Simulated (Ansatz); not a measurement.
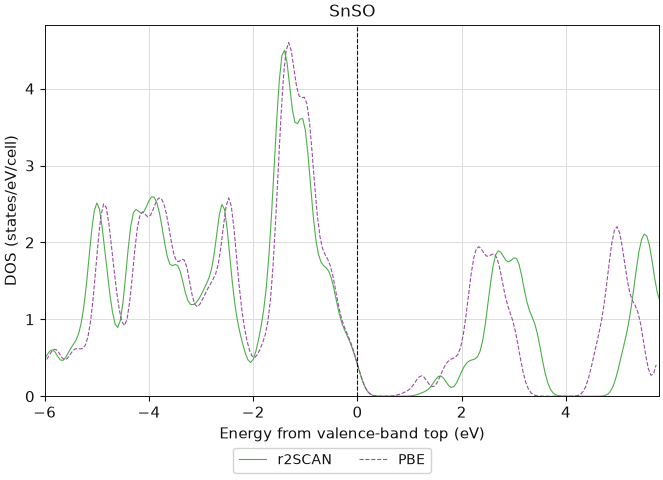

Total densities of states of SnSO (slab), 3 atoms in the cell, 1T monolayer (Janus) type, hydrostatic strain +0.5%, by two methods on the same cell. The curves are built from the levels of the k mesh with Gaussians 0.3 eV wide, which also blur the band edges. Each is counted from its own valence-band top.

What changes from one method to the other?

r2SCAN gives a gap of 1.30 eV and PBE gives a gap of 0.94 eV.

Settings. r2SCAN: DFT, r2SCAN, plane waves, PAW, no spin polarisation, 12×12×1 k mesh, 500 eV cutoff (Ansatz). PBE: DFT, PBE, plane waves, PAW, no spin polarisation, 12×12×1 k mesh, 420 eV cutoff, Fermi-Dirac smearing of 0.02 eV (Ansatz).
